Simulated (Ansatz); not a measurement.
These are PBE (plane waves to 420 eV, PAW; Ansatz, a program for electronic structure) values and carry that method's errors.

Host crystal: corundum, with a band gap (PBE, scalar-relativistic without spin-orbit coupling).

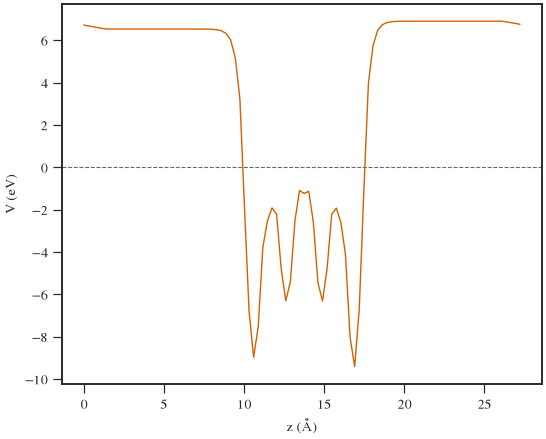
Figure: Plane-averaged electrostatic potential energy along the normal, in eV from the highest filled level, for B on a Al site (surface) in a 2x2 cell of the 1x1 (0001) surface of corundum (cut with top plane Al)

Slab: 80 atoms, 6.7 Å thick at the start (thin: gaps and levels are the slab's own); k 3x3x1, smearing 0.01 eV, dipole-corrected; 16 atoms held, the rest relaxed; held to the start's symmetry, so lower structures may exist; no spin, no spin-orbit, no U.

The vacuum level lies 6.91 eV above the highest filled level over the top face and 6.53 eV above it under the bottom face.
